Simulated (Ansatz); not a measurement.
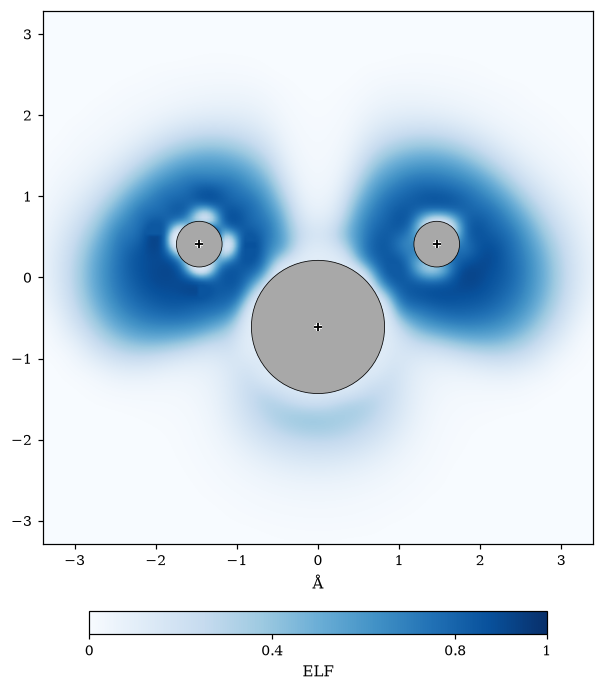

The ELF on a plane through atoms (crosses mark nuclei in the plane; grey discs cover the cores).

All numbers below come from isolated molecule in a Gaussian basis; Kohn-Sham density functional theory, functional PBE0 in Ansatz 0.2.0.

Candidates:
A. GeH4O2 (SMILES [OH][GeH2][OH])
B. AlBrH2OZn (SMILES [ZnH][O][AlH][Br])
C. Al2H2O2 (SMILES [OH][AlH][O][Al])

Question: Which system is this?

Answer: Candidate A: GeH4O2 on the plane of atoms O2, Ge1 and O3, which holds Ge and O. Ge–O (1.78 Å): the ELF peaks at about 0.85 in the valence shell of O, 0.6 Å from its nucleus, and is about 0.35 at the midpoint.
